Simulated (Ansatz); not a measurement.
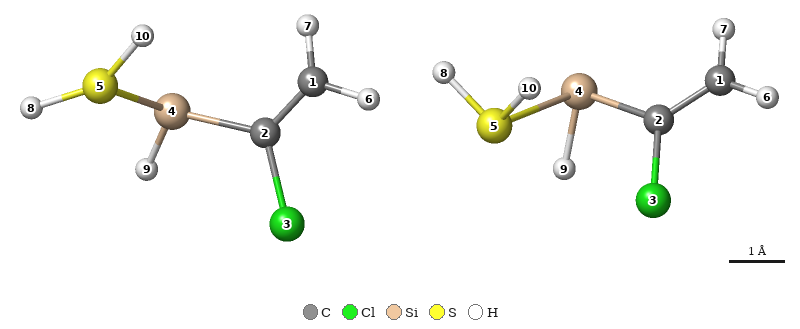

Two geometries of C₂H₅ClSSi, drawn at one scale. One is the start of a relaxation, the other its converged end. The picture is a ball-and-stick view, seen at a tilt.

The calculation used RKS PBE0-D4/def2-SVP (Ansatz). Settings: no spin polarisation; force threshold 0.02 eV/Å; at most 50 steps.

### Which of the two is the end point?

The right one is the relaxed one. The run prepares an end point of a later path (hydrogen shift) calculation, from a guessed geometry. The largest move after the best rigid fit is that of H10, 1.04 Å. Largest moves by element: H 1.04 Å, Cl 1.00 Å, S 0.74 Å, Si 0.53 Å, C 0.27 Å. Among the contacts that change: Si4–S5 2.087 → 2.523 Å, Si4–H9 1.415 → 1.529 Å, C1–H6 1.161 → 1.094 Å, C1–H7 1.051 → 1.094 Å. Bond angles that change, for instance: H8–S5–H10 148.2° → 92.8°, S5–Si4–H9 112.4° → 84.8°, C2–Si4–S5 109.0° → 87.3°. Over 25 accepted moves (27 points after the start) the energy falls by 332.6 kJ/mol. Largest force component: 3.7 eV/Å at the start, 0.015 eV/Å at the end. The line search rejected the trial steps at points 12, 21 of the run. The run took 75 s on 2 threads of Arm Neoverse V2, on a shared host, peak memory 0.24 GiB.
